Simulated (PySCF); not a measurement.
# GaNH4SO (SMILES [NH2][Ga]([OH])[SH]) at MP2/STO-3G

What is the vertical ionisation energy of GaNH4SO at MP2/STO-3G? The job is set up through a Python script.

Program for the calculation: PySCF 2.14.0.

### Step 1. The molecule

GaNH4SO: 8 atoms, total charge 0, spin state singlet. SMILES: `[NH2][Ga]([OH])[SH]`. Geometry: a GFN2-xTB relaxation, a rough one for these elements and not checked as a minimum. This is one conformer, not always the lowest.

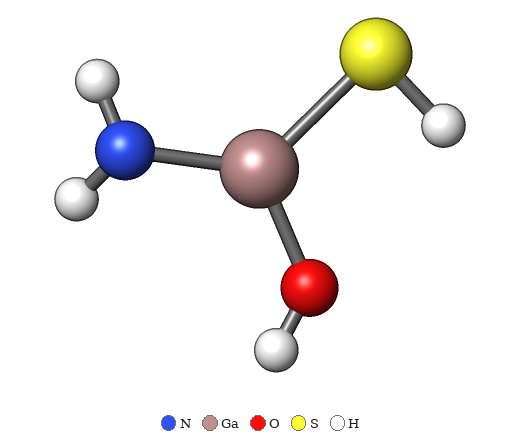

Viewed from a chosen angle; nitrogen blue, gallium pink, oxygen red, sulfur yellow, hydrogen white.

### Step 2. A single-point energy at MP2/STO-3G

Contents of input.py:

```python
from pyscf import gto, mp

molecule = gto.Mole()
molecule.atom = [
    ('N', (1.594220, 0.114850, 0.530180)),
    ('Ga', (-0.177570, 0.124760, 0.012410)),
    ('O', (-0.790140, -1.054370, -1.120300)),
    ('S', (-1.708970, 1.631610, 0.520490)),
    ('H', (2.084160, -0.770140, 0.601990)),
    ('H', (1.869490, 0.701930, 1.308170)),
    ('H', (-0.319460, -1.761780, -1.553990)),
    ('H', (-2.551730, 1.013130, -0.298940)),
]
molecule.basis = 'sto-3g'
molecule.spin = 0
molecule.max_memory = 1860
molecule.verbose = 3
molecule.build()

hf = molecule.RHF()
hf.conv_tol = 1e-10
hf.kernel()
if not hf.converged:
    hf = hf.newton().run(hf.mo_coeff, hf.mo_occ)

pt = mp.MP2(hf, frozen=16).run()
e_final = pt.e_tot
print('E = %.10f Eh' % e_final)
```

Started as:

```bash
$ OMP_NUM_THREADS=1 python input.py
```

What it wrote:

```text
converged SCF energy = -2424.02583182679
E(RMP2) = -2424.18454551438  E_corr = -0.158713687587484
E(SCS-RMP2) = -2424.1921378664  E_corr = -0.166306039607706
E = -2424.1845455144 Eh
```

It took 1.1 s on 1 thread of Arm Neoverse V1, shared host; peak memory 0.12 GiB.

### Step 3. The doublet cation, same level

Contents of calc.py:

```python
from pyscf import gto, mp

molecule = gto.M(
    atom=[
    ('N', (1.594220, 0.114850, 0.530180)),
    ('Ga', (-0.177570, 0.124760, 0.012410)),
    ('O', (-0.790140, -1.054370, -1.120300)),
    ('S', (-1.708970, 1.631610, 0.520490)),
    ('H', (2.084160, -0.770140, 0.601990)),
    ('H', (1.869490, 0.701930, 1.308170)),
    ('H', (-0.319460, -1.761780, -1.553990)),
    ('H', (-2.551730, 1.013130, -0.298940)),
],
    verbose=3,
    basis='sto-3g',
    spin=1,
    charge=1,
    max_memory=1860,
)

hf = molecule.UHF()
hf.conv_tol = 1e-10
hf.kernel()
if not hf.converged:
    hf = hf.newton().run(hf.mo_coeff, hf.mo_occ)

pt = mp.MP2(hf, frozen=16).run()
e_tot = pt.e_tot
print(f'total energy: {e_tot:.8f} hartree')
```

Started as:

```bash
$ OMP_NUM_THREADS=1 python calc.py
```

What it wrote:

```text
SCF not converged.
SCF energy = -2423.80593255778 after 50 cycles  <S^2> = 0.91657156  2S+1 = 2.1601588
converged SCF energy = -2423.80593255281  <S^2> = 0.91649297  2S+1 = 2.1600861
E(UMP2) = -2423.99177983571  E_corr = -0.185847282896222
E(SCS-UMP2) = -2423.99288917447  E_corr = -0.186956621663089
total energy: -2423.99177984 hartree
```

It took 1.5 s on 1 thread of Arm Neoverse V1, shared host; peak memory 0.12 GiB.

### Step 4. Outcome

Level: MP2/STO-3G, 16 core orbitals frozen.

| quantity | value |
| --- | --- |
| singlet GaNH4SO: total energy | -2424.18455 Eh |
| singlet GaNH4SO: dipole moment (Hartree–Fock density) | 1.72 D |
| singlet GaNH4SO: HOMO energy (Hartree–Fock orbitals) | -7.05 eV |
| singlet GaNH4SO: LUMO energy (Hartree–Fock orbitals) | 6.72 eV |
| singlet GaNH4SO: HOMO–LUMO gap (Hartree–Fock orbitals) | 13.77 eV |
| singlet GaNH4SO: correlation energy (16 core orbitals frozen) | -158.7 mEh |
| doublet cation: total energy | -2423.99178 Eh |
| doublet cation: HOMO energy (Hartree–Fock orbitals) (highest over α and β) | -11.45 eV |
| doublet cation: LUMO energy (Hartree–Fock orbitals) (lowest over α and β) | -4.74 eV |
| doublet cation: correlation energy (16 core orbitals frozen) | -185.8 mEh |
| doublet cation: ⟨S²⟩ of the reference determinant | 0.916 |
| vertical ionisation energy (to the doublet cation) | 5.245 eV |

**Reading.** The vertical ionisation energy comes to 5.25 eV (506 kJ/mol). In a minimal basis such a difference can be off by several eV, whatever the method. Mulliken charges (singlet GaNH4SO) of the mean-field density run from -0.56 on N1 to +0.64 on Ga2. ⟨S²⟩ (doublet cation) is 0.92 where a pure doublet has 0.75: the reference is spin-contaminated. Mulliken charges (doublet cation) of the mean-field density run from -0.45 on O3 to +0.75 on Ga2.
